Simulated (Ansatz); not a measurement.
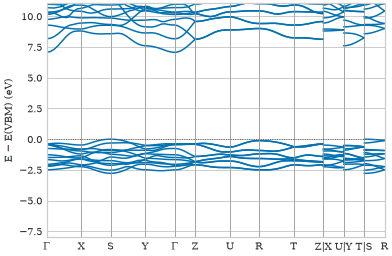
Figure. Band structure from the program Ansatz at the r²SCAN level (PAW)

Read off the gap and where the band edges lie.

About 7.1 eV (7.07 eV by a search for the band edges); maximum at S, minimum at Γ.

The material is CaF₂ in space group Pmc2_1 (No. 26; Ca on 2a, F on 2b, F on 2a).

The workflow started from a Materials Project entry (that database holds measured and hypothetical structures alike); the Crystallography Open Database copy checked does not list it. It is not the phase usual at ambient conditions (space group No. 225). Symmetry was held in the r²SCAN relaxation; its stability against distortions is not shown here.

Potentials: the earlier of the program's two PAW sets.
